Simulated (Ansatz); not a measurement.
# Dielectric response of BaZrO3 (001), ZrO2 faces films

How well do thin perovskite BaZrO3 (001), ZrO2 faces films screen a perpendicular field?

Calculated with Ansatz 0.2.0; plane-wave DFT, PBE, Ansatz PAW, in the first sound run; inputs show where later runs differ.

## (1) Starting point

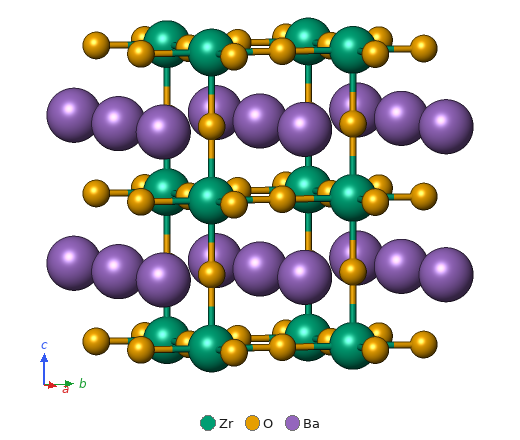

The cell as given, from the side, with the c axis up (zirconium teal, oxygen orange, barium purple). 2×2×1 cells are drawn. Some periodic images of atoms are drawn too.

The cell holds 13 atoms: 3 Zr, 8 O and 2 Ba. Its edges and angles: a = 4.190 Å, b = 4.190 Å, c = 26.380 Å, α = 90.0°, β = 90.0°, γ = 90.0°. It derives from BaZrO3 (perovskite BaZrO3). Vacuum lies along c.

## (2) Relaxing the film, 13 atoms, units 2

The structure is relaxed first, because levels and dipoles at a surface follow the positions of the outer atoms.

input.yaml

```yaml
crystal:
  lattice:
    - [4.19, 0.0, 0.0]
    - [0.0, 4.19, 0.0]
    - [0.0, 0.0, 26.38]
  atoms:
    - { symbol: Zr, position: [0.5, 0.5, 0.3411675512] }
    - { symbol: O, position: [0.0, 0.5, 0.3411675512] }
    - { symbol: O, position: [0.5, 0.0, 0.3411675512] }
    - { symbol: Ba, position: [0.0, 0.0, 0.4205837756] }
    - { symbol: O, position: [0.5, 0.5, 0.4205837756] }
    - { symbol: Zr, position: [0.5, 0.5, 0.5] }
    - { symbol: O, position: [0.0, 0.5, 0.5] }
    - { symbol: O, position: [0.5, 0.0, 0.5] }
    - { symbol: Ba, position: [0.0, 0.0, 0.5794162244] }
    - { symbol: O, position: [0.5, 0.5, 0.5794162244] }
    - { symbol: Zr, position: [0.5, 0.5, 0.6588324488] }
    - { symbol: O, position: [0.0, 0.5, 0.6588324488] }
    - { symbol: O, position: [0.5, 0.0, 0.6588324488] }
kpoints:
  mp_grid: { grid: [6, 6, 1] }
hamiltonian:
  xc: pbe
scf:
  occupations: { method: fixed }
  convergence: { dr2_threshold: 1.0e-09 }
efield:
  axis: 3
  dipole_correction: true
  ramp_position: 0.97
  ramp_width: 0.06
relax:
  f_tol: 0.003
  max_steps: 100
output:
  write_potential: true
  write_density: true
  volumetric_format: npy
```

Command:

```sh
ansatz run input.yaml --threads 4 --pin off --max-ram 16384MiB --backend cpu --events-out ev --progress --plain --runs-dir out
```

Numbers of over 12 decimals in the logs are rounded to 6 here.

Log:

```text
Engine: ansatz 0.2.0, aarch64-unknown-linux-gnu
Pseudopotentials: kind: paw
Pseudopotential: Zr, paw, valence charge 12, recommended cutoff 420 eV (normal), Zr.paw.azcp
Pseudopotential: O, paw, valence charge 6, recommended cutoff 420 eV (normal), O.paw.azcp
Pseudopotential: Ba, paw, valence charge 10, recommended cutoff 420 eV (normal), Ba.paw.azcp
Functional definition: PBE
  parameter kappa = 0.804
  parameter beta = 0.066725
  exchange = pbe_x(kappa = kappa, mu = beta*pi^2/3)
  correlation = pbe_c(beta = beta)
Crystal: 13 atoms, lattice volume = 463.130 Å³
Basis set: ecut = 420 eV, 8917 PW (Γ), exchange–correlation on 60×60×360 points (8 copies of the dense FFT grid, shifted against one another)
Bands: 65, of which v1, the nominal top of the filled ones, is band 52 counted from 1 (51 counted from 0)
Symmetry: 8 space group operations
k-points: 10 of 36
Non-local potential: Zr, projectors of the file, l = 0: 3, l = 1: 2, l = 2: 2, l = 3: 2
Non-local potential: O, projectors of the file, l = 0: 2, l = 1: 2, l = 2: 1
Non-local potential: Ba, projectors of the file, l = 0: 3, l = 1: 2, l = 2: 2, l = 3: 2
PAW form: soft (Blöchl's): semilocal exchange-correlation on the pseudo side does not see the compensation charge
PAW one-centre angular grid: Zr, 590 points (default); XC on 64 Gauss nodes
PAW one-centre angular grid: O, 110 points (default); XC on 64 Gauss nodes
PAW one-centre angular grid: Ba, 194 points (default); XC on 64 Gauss nodes
Initial density: superposition of atomic densities (neutral atoms: chi_scale 0, normalization atom), corrected by the library's trained network
Initial wavefunctions: pseudopotential atomic-orbital guess
Functional: x = pbe(κ = 0.804, μ = 0.219515), c = pbe(β = 0.066725)
SCF iter   1: F=—  HF=-29010.900896 eV  |F-HF|=—  |Δ(HF+E_count)|=         —  Δρ=1.37e-3  dr2=8.03e-3  ethr=1.77e-3  p=0.000 e·Å  D=7.37e-14 V/Å  ΔV_dip=-0.00 eV  dr2_dipole=6.55e-10  V_vac-E_F(+/−)=4.32/4.32 eV  ⟨swp⟩=6.0  Hψ=2474  notcnv=0  defer=97
efield: sawtooth ramp at fractional position 0.9700 (set: `efield.ramp_position`, or a place that a band, a saddle search or an elastic batch's reference lends), width 0.0600; the density the first Hamiltonian is built on has a dipole p = 0.000 e·Å; the dipole correction subtracts the counter field D = 7.37e-14 V/Å, which shifts the + side's vacuum level by -0.00 eV against the − side's; the planar-averaged density in the ramp window peaks in size at 6.5e-6 e/Å³
preconditioner: auto → Resta (q_TF=auto, 2.127 Å⁻¹)  ε∞=2.8  [insulator: Δε(μ)=2.497 eV  Ē_g=11.123 eV  n_scr=72 (ndim 8)  ℏωp=15.0 eV  f_vac=0.560  ε∞_Penn≈2.8  vacuum switching on, ρ_ref=9.0e-3 e/Å³]
SCF iter   2: F=—  HF=-29010.903901 eV  |F-HF|=—  |Δ(HF+E_count)|=   3.00e-3  Δρ=9.00e-4  dr2=2.72e-3  ethr=7.72e-6  p=0.000 e·Å  D=4.00e-6 V/Å  ΔV_dip=-0.00 eV  dr2_dipole=2.03e-10  V_vac-E_F(+/−)=4.32/4.32 eV  ⟨swp⟩=3.4  Hψ=1362  notcnv=0  defer=108
density mixer auto → msr1: gapped (density of states about μ 0.01 of a free-electron gas's, 72 screened modes)
SCF iter   3: F=—  HF=-29010.904282 eV  |F-HF|=—  |Δ(HF+E_count)|=   3.81e-4  Δρ=3.88e-4  dr2=6.61e-4  ethr=2.62e-6  p=0.000 e·Å  D=2.21e-6 V/Å  ΔV_dip=-0.00 eV  dr2_dipole=1.06e-10  V_vac-E_F(+/−)=4.33/4.33 eV  ⟨swp⟩=2.3  Hψ=979  notcnv=0  defer=109
SCF iter   4: F=—  HF=-29010.904662 eV  |F-HF|=—  |Δ(HF+E_count)|=   3.80e-4  Δρ=1.80e-4  dr2=1.51e-4  ethr=6.36e-7  p=-0.000 e·Å  D=-2.08e-6 V/Å  ΔV_dip=0.00 eV  dr2_dipole=1.45e-10  V_vac-E_F(+/−)=4.34/4.34 eV  ⟨swp⟩=2.2  Hψ=854  notcnv=0  defer=108
SCF iter   5: F=—  HF=-29010.904759 eV  |F-HF|=—  |Δ(HF+E_count)|=   9.64e-5  Δρ=6.53e-5  dr2=1.96e-5  ethr=1.46e-7  p=-0.000 e·Å  D=-8.83e-7 V/Å  ΔV_dip=0.00 eV  dr2_dipole=2.26e-11  V_vac-E_F(+/−)=4.35/4.35 eV  ⟨swp⟩=2.2  Hψ=1033  notcnv=0  defer=103
SCF iter   6: F=—  HF=-29010.904769 eV  |F-HF|=—  |Δ(HF+E_count)|=   1.02e-5  Δρ=1.72e-5  dr2=1.81e-6  ethr=1.88e-8  p=0.000 e·Å  D=5.46e-8 V/Å  ΔV_dip=-0.00 eV  dr2_dipole=4.75e-13  V_vac-E_F(+/−)=4.35/4.35 eV  ⟨swp⟩=2.0  Hψ=972  notcnv=0  defer=100
SCF iter   7: F=—  HF=-29010.904640 eV  |F-HF|=—  |Δ(HF+E_count)|=   1.29e-4  Δρ=6.10e-6  dr2=2.09e-7  ethr=1.74e-9  p=-0.000 e·Å  D=-3.43e-7 V/Å  ΔV_dip=0.00 eV  dr2_dipole=4.16e-12  V_vac-E_F(+/−)=4.35/4.35 eV  ⟨swp⟩=2.0  Hψ=1025  notcnv=0  defer=94
SCF iter   8: F=—  HF=-29010.904640 eV  |F-HF|=—  |Δ(HF+E_count)|=   2.08e-7  Δρ=5.48e-6  dr2=1.33e-7  ethr=2.01e-10  p=0.000 e·Å  D=1.10e-7 V/Å  ΔV_dip=-0.00 eV  dr2_dipole=6.16e-13  V_vac-E_F(+/−)=4.35/4.35 eV  ⟨swp⟩=2.0  Hψ=965  notcnv=0  defer=94
SCF iter   9: F=—  HF=-29010.904640 eV  |F-HF|=—  |Δ(HF+E_count)|=   1.35e-8  Δρ=1.16e-6  dr2=5.91e-9  ethr=1.28e-10  p=0.000 e·Å  D=5.73e-8 V/Å  ΔV_dip=-0.00 eV  dr2_dipole=1.22e-13  V_vac-E_F(+/−)=4.35/4.35 eV  ⟨swp⟩=2.0  Hψ=961  notcnv=0  defer=94
SCF iter  10: F=-29010.904640 eV  HF=-29010.904640 eV  |F-HF|=3.93e-10  |Δ(HF+E_count)|=   1.40e-9  Δρ=3.22e-7  dr2=3.75e-10  ethr=1.00e-12  p=-0.000 e·Å  D=-9.74e-9 V/Å  ΔV_dip=0.00 eV  dr2_dipole=1.67e-15  V_vac-E_F(+/−)=4.35/4.35 eV  ⟨swp⟩=6.1  Hψ=4202  notcnv=0
SCF 1 converged in 10 iterations: F = -29010.904640 eV  dr2 = 3.75e-10
  greatest PAW one-centre occupation: 0.995 electrons in one spin orbital (limit 2), on the Zr atom at site 5 (counted from 0), in its partial waves of l = 0
relax step   1: F+E_penalty+E_count = -29010.90464029 eV  Δ(F+E_penalty+E_count) = +0.000e0 eV  max|allowed force component| = 1.334e0 eV/Å  Δτ_max = 0.0000 Å  (10 SCF iters, accepted)
Initial density: handed on by an earlier stage of this run
Initial wavefunctions: those handed on with the density
iter 1 solved again at ethr=8.00e-5 eV; its pass at ethr=3.10e-3 eV (dr2=8.32e-2 eV) is discarded
SCF iter   1: F=—  HF=-29011.010526 eV  |F-HF|=—  |Δ(HF+E_count)|=         —  Δρ=3.98e-3  dr2=8.47e-2  ethr=8.00e-5  p=-0.000 e·Å  D=-9.74e-9 V/Å  ΔV_dip=0.00 eV  dr2_dipole=4.48e-15  V_vac-E_F(+/−)=4.56/4.56 eV  ⟨swp⟩=2.1  Hψ=2546  notcnv=0  defer=107
efield: sawtooth ramp at fractional position 0.9700 (set: `efield.ramp_position`, or a place that a band, a saddle search or an elastic batch's reference lends), width 0.0600; the density the first Hamiltonian is built on has a dipole p = -0.000 e·Å; the dipole correction subtracts the counter field D = -9.74e-9 V/Å, which shifts the + side's vacuum level by +0.00 eV against the − side's; the planar-averaged density in the ramp window peaks in size at 6.2e-6 e/Å³
[...]
relax step   5: F+E_penalty+E_count = -29011.10598107 eV  Δ(F+E_penalty+E_count) = -9.292e-4 eV  max|allowed force component| = 4.303e-2 eV/Å  Δτ_max = 0.0054 Å  (8 SCF iters, accepted)
[...]
relax step   6: F+E_penalty+E_count = -29011.10618926 eV  Δ(F+E_penalty+E_count) = -2.082e-4 eV  max|allowed force component| = 3.338e-3 eV/Å  Δτ_max = 0.0023 Å  (8 SCF iters, accepted)
SCF iter   1: F=—  HF=-29011.106349 eV  |F-HF|=—  |Δ(HF+E_count)|=         —  Δρ=7.47e-5  dr2=5.37e-5  ethr=9.18e-7  p=0.000 e·Å  D=3.10e-9 V/Å  ΔV_dip=-0.00 eV  dr2_dipole=1.20e-15  V_vac-E_F(+/−)=4.70/4.70 eV  ⟨swp⟩=2.0  Hψ=989  notcnv=0  defer=106
efield: sawtooth ramp at fractional position 0.9700 (set: `efield.ramp_position`, or a place that a band, a saddle search or an elastic batch's reference lends), width 0.0600; the density the first Hamiltonian is built on has a dipole p = 0.000 e·Å; the dipole correction subtracts the counter field D = 3.10e-9 V/Å, which shifts the + side's vacuum level by -0.00 eV against the − side's; the planar-averaged density in the ramp window peaks in size at 5.9e-6 e/Å³
preconditioner: auto → Resta (q_TF=auto, 2.127 Å⁻¹)  ε∞=2.8  [insulator: Δε(μ)=2.657 eV  Ē_g=11.251 eV  n_scr=72 (ndim 8)  ℏωp=15.0 eV  f_vac=0.565  ε∞_Penn≈2.8  vacuum switching on, ρ_ref=9.2e-3 e/Å³]
SCF iter   2: F=—  HF=-29011.106328 eV  |F-HF|=—  |Δ(HF+E_count)|=   2.11e-5  Δρ=3.33e-5  dr2=6.17e-6  ethr=5.16e-8  p=0.000 e·Å  D=7.97e-9 V/Å  ΔV_dip=-0.00 eV  dr2_dipole=2.59e-14  V_vac-E_F(+/−)=4.71/4.71 eV  ⟨swp⟩=2.0  Hψ=968  notcnv=0  defer=72  κ⁻¹=1.0e0(r=1)
density mixer auto → broyden: gapped, where msr1 would fit the directions that read negative (density of states about μ 0.01 of a free-electron gas's, 72 screened modes)
SCF iter   3: F=—  HF=-29011.106198 eV  |F-HF|=—  |Δ(HF+E_count)|=   1.30e-4  Δρ=1.91e-5  dr2=1.52e-6  ethr=5.93e-9  p=-0.000 e·Å  D=-2.10e-8 V/Å  ΔV_dip=0.00 eV  dr2_dipole=2.90e-15  V_vac-E_F(+/−)=4.71/4.71 eV  ⟨swp⟩=2.0  Hψ=966  notcnv=0  defer=71  κ⁻¹=1.5e-1(r=2)
SCF iter   4: F=—  HF=-29011.106197 eV  |F-HF|=—  |Δ(HF+E_count)|=   2.37e-7  Δρ=6.25e-6  dr2=1.50e-7  ethr=1.46e-9  p=-0.000 e·Å  D=-1.60e-8 V/Å  ΔV_dip=0.00 eV  dr2_dipole=1.09e-15  V_vac-E_F(+/−)=4.71/4.71 eV  ⟨swp⟩=2.0  Hψ=965  notcnv=0  defer=71  κ⁻¹=8.7e-3(r=3)
SCF iter   5: F=—  HF=-29011.106197 eV  |F-HF|=—  |Δ(HF+E_count)|=   8.29e-9  Δρ=2.36e-6  dr2=1.57e-8  ethr=1.44e-10  p=-0.000 e·Å  D=-2.22e-8 V/Å  ΔV_dip=0.00 eV  dr2_dipole=5.06e-16  V_vac-E_F(+/−)=4.71/4.71 eV  ⟨swp⟩=2.0  Hψ=1038  notcnv=0  defer=71  κ⁻¹=4.9e-4(r=4)
SCF iter   6: F=—  HF=-29011.106197 eV  |F-HF|=—  |Δ(HF+E_count)|=   4.92e-9  Δρ=6.33e-7  dr2=1.50e-9  ethr=1.51e-11  p=-0.000 e·Å  D=-1.65e-8 V/Å  ΔV_dip=0.00 eV  dr2_dipole=2.89e-15  V_vac-E_F(+/−)=4.71/4.71 eV  ⟨swp⟩=2.2  Hψ=877  notcnv=0  defer=71  κ⁻¹=1.4e-4(r=5)
SCF iter   7: F=-29011.106197 eV  HF=-29011.106197 eV  |F-HF|=2.44e-10  |Δ(HF+E_count)|=  3.17e-10  Δρ=2.46e-7  dr2=1.74e-10  ethr=1.00e-12  p=-0.000 e·Å  D=-9.39e-9 V/Å  ΔV_dip=0.00 eV  dr2_dipole=3.64e-16  V_vac-E_F(+/−)=4.71/4.71 eV  ⟨swp⟩=7.1  Hψ=3792  notcnv=0
SCF 7 converged in 7 iterations: F = -29011.106197 eV  dr2 = 1.74e-10
relax step   7: F+E_penalty+E_count = -29011.10619741 eV  Δ(F+E_penalty+E_count) = -8.148e-6 eV  max|allowed force component| = 4.387e-4 eV/Å  Δτ_max = 0.0012 Å  (7 SCF iters, accepted)
NSCF: frozen V_eff on 10 k-points
the band table was solved once a step of the walk had ended and its energy, with any forces and stress, was formed, with the checks that follow a solve (3870 applications of the Hamiltonian). They found nothing against the state; the energy, forces and stress were not computed again (output.eigenvalues in the input reference)
WARN: The output density's exchange-correlation potential varies sharply where the density is thin. Do not read a vacuum level from v_tot or v_xc, or from such a field of the output density. On a cell that repeats whose density bears no net charge and no dipole along the vacuum's axis use v_es (v_loc + v_h of the components); under efield.dipole_correction with no amplitude use v_es + v_field, which holds any externa [...]
SCF converged after 7 iterations
Stability not checked: this state was not tested for a lower state beside it, because the mixer in use, unlike msr1, does not test its closes by its own steps (another_mixer; see scf.mixing.algorithm and scf.lower_state_search)
Free energy (F): -29011.106197 eV
Harris-Foulkes:  -29011.106197 eV  (|F-HF|=2.44e-10)
Internal energy: -29011.106197 eV  (E = F + TS)
E sigma→0 (E₀):  -29011.106197 eV
Fermi energy:    1.232380 eV
Dipole field:    D = 0.000000 V/Å  (p = 0.000000 e·Å, saw-weighted, corrected)
Work function:   Φ+ = 4.7065 eV   Φ− = 4.7066 eV
Levels:          The Fermi level and band energies are counted from a zero that moves with the ramp; work functions are not
--- Per-component energies (eV) ---
  E_band       = -1229.426778
  E_kinetic    = 2744.023670
  E_local      = -91816.505459  (includes V_loc(G=0)·N_el)
  E_nonlocal   = 724.571981
  E_hartree    = 44659.012525
  E_xc         = -1420.106310
  E_vxc        = -1608.150845  (∫ρ·V_xc dr)
  E_paw        = -20573.095494  (= ΣΔE_a)
  E_vpaw       = -591.409629  (= ΣTr[D̂ρ^β])
  E_aug_tail   = 0.019680  (compensation charges beyond the density's cutoff)
  E_efield     = 0.000000  (sawtooth field / dipole correction)
  E_vefield    = 0.000000  (∫n·V_field dr)
  E_ewald      = 36670.973211
  E_smearing   = -0.000000  (= −TS)
  E_closure    = -0.000000  (closes the sum)
  Σ components = -29011.106197   (vs F -29011.106197, Δ=0.00e0)
--- Forces (eV/Å), atoms counted from 1 ---
  atom   1  Zr     0.00000000     0.00000000     0.00000577
  atom   2  O     -0.00000000     0.00000000    -0.00016605
  atom   3  O      0.00000000    -0.00000000    -0.00016605
  atom   4  Ba    -0.00000000    -0.00000000    -0.00043854
  atom   5  O     -0.00000000    -0.00000000    -0.00015554
  atom   6  Zr     0.00000000    -0.00000000     0.00000020
  atom   7  O     -0.00000000    -0.00000000    -0.00000004
  atom   8  O     -0.00000000     0.00000000    -0.00000004
  atom   9  Ba     0.00000000     0.00000000     0.00043867
  atom  10  O      0.00000000     0.00000000     0.00015519
  atom  11  Zr    -0.00000000     0.00000000    -0.00000558
  atom  12  O      0.00000000     0.00000000     0.00016600
  atom  13  O     -0.00000000     0.00000000     0.00016600
  max |Σ_I F_I| component: 8.61e-10 eV/Å
--- Band table (eV; the first three rows and the last of 10) ---
  k-point 0: bands = [... 48 lower, 0.6795, 0.6795, 0.6932, 0.6932, 3.8875, 3.8875, 3.9961, 4.2511, ... 9 higher]
  k-point 1: bands = [... 48 lower, 0.2517, 0.3027, 0.5005, 0.5123, 3.9400, 4.4341, 4.5763, 4.7580, ... 9 higher]
  k-point 2: bands = [... 48 lower, 0.2073, 0.2364, 0.3043, 0.3194, 4.0630, 4.8371, 5.2199, 5.3688, ... 9 higher]
  k-point 9: bands = [... 48 lower, 0.3385, 0.7961, 1.2315, 1.2324, 5.9146, 6.1925, 6.2417, 6.2417, ... 9 higher]
--- Relaxed structure (7 steps of the walk, 6 accepted, 0 SCFs on fresh bases) ---
  F+E_penalty+E_count = -29011.10619741 eV   max|allowed force component| = 4.387e-4 eV/Å
  atoms:
    - { symbol: Zr, position: [0.5, 0.5, 0.343460] }
    - { symbol: O, position: [7.541968684193237e-19, 0.5, 0.341784] }
    - { symbol: O, position: [0.5, 0, 0.341784] }
    - { symbol: Ba, position: [-5.395189158643904e-18, 0, 0.416173] }
    - { symbol: O, position: [0.5, 0.5, 0.419221] }
    - { symbol: Zr, position: [0.5, 0.5, 0.500000] }
    - { symbol: O, position: [0, 0.5, 0.500000] }
    - { symbol: O, position: [0.5, 0, 0.500000] }
    - { symbol: Ba, position: [5.395188876510621e-18, 0, 0.583827] }
    - { symbol: O, position: [0.5, 0.5, 0.580779] }
    - { symbol: Zr, position: [0.5, 0.5, 0.656540] }
    - { symbol: O, position: [-7.541968532246745e-19, 0.5, 0.658216] }
    - { symbol: O, position: [0.5, 0, 0.658216] }
```

Wall time 56 s (4 threads of Arm Neoverse V1, shared host); peak memory 1 GiB; 3.6 min of CPU time.

Step by step:

```tsv
step	energy less that of the first step (eV)	largest force component (eV/Å)
1	0.0000	1.3343
2	-0.0890	1.4467
3	1.5879	8.9570
4	-0.2004	0.1340
5	-0.2013	0.0430
6	-0.2015	0.0033
7	-0.2016	0.0004
```

Relaxation step 3 was tried and not accepted.

Forces are held to the 8 operations that the run works with; a distortion that breaks them can't arise in this run.

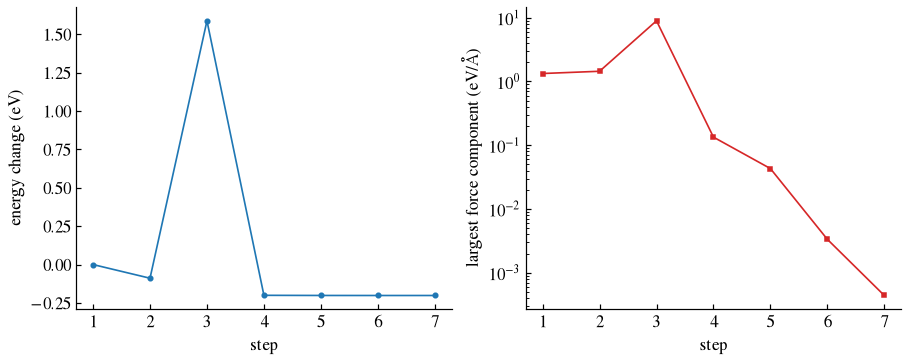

Energy and largest force along the relaxation.

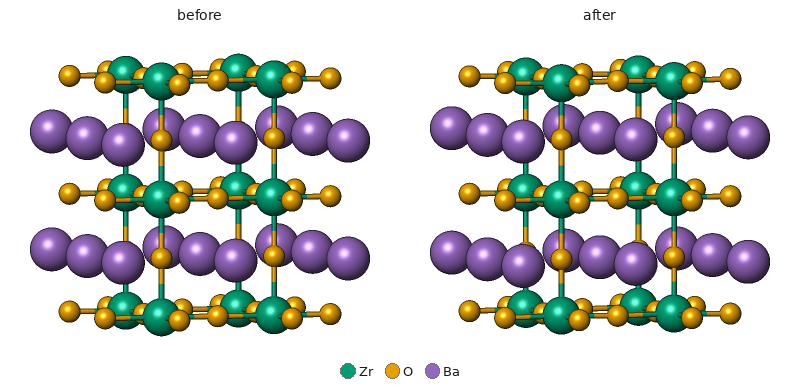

The structure before and after the relaxation, drawn at the same scale.

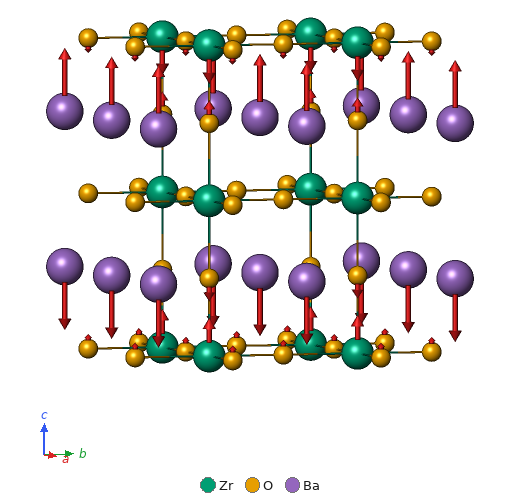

Displacements in the relaxation, exaggerated; the longest in the cell stands for 0.12 Å. 2×2×1 cells are drawn. Some periodic images of atoms are drawn too.

The atoms that moved most (Å):

```tsv
atom	dx	dy	dz	length
Ba4	0.000	0.000	-0.116	0.116
Ba9	0.000	0.000	0.116	0.116
Zr11	0.000	0.000	-0.060	0.060
Zr1	0.000	0.000	0.060	0.060
O10	0.000	0.000	0.036	0.036
O5	0.000	0.000	-0.036	0.036
O3	0.000	0.000	0.016	0.016
O2	0.000	0.000	0.016	0.016
```

This step gave:

```yaml
gap_on_the_k_mesh: 2.655 eV
dipole_along_the_normal: 1.92e-8 e·Å
ionisation_energy_upper_face: 4.706 eV
electron_affinity_upper_face: 2.051 eV
```

Running mean over 4.19 Å of the planar mean; the ramp of the sawtooth is left out. Electron's electrostatic potential energy less the highest filled level against z:

```tsv
z (Å)	electron's electrostatic potential energy less the highest filled level (eV)
4	4.71
6	4.53
8	-0.429
10	-4.93
12	-5.27
14	-5.08
16	-5.16
18	-1.13
20	4.13
22	4.70
```

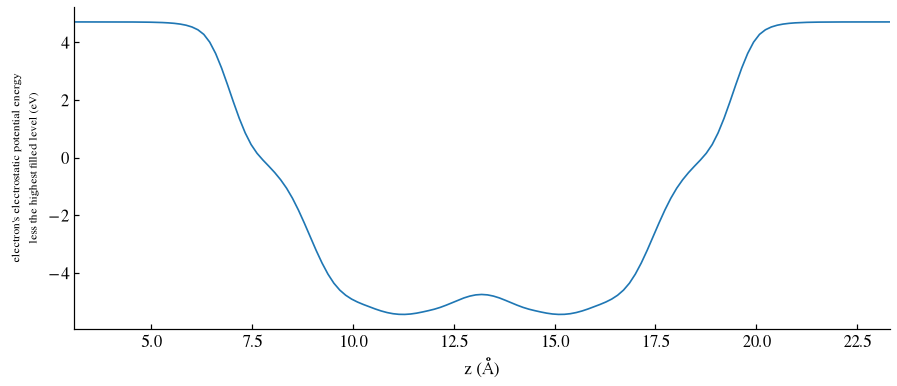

Electron's electrostatic potential energy less the highest filled level against z.

The relaxation took 7 steps and lowered the energy by 0.20 eV; the largest force on the free atoms ends at 4.4e-4 eV/Å.

The gap is 2.66 eV, with the valence edge 4.71 eV and the conduction edge 2.05 eV under the upper vacuum level.

[end of part 1 of 7]

[Logs are printed without paths, hosts, clocks, repeated set-up lines and the standing remarks that a program may print on its own settings, such as how far it seeks lower states.]

[Hosts, paths, dates, database ids (printed as entryN), source tags and the programs' standing remarks are cut or masked in the printed files.]

[Maps of the electrostatic potential energy from Ansatz leave out the sawtooth potential of an applied field or a dipole correction, so their vacuum need not be flat; planar profiles and work functions include it.]
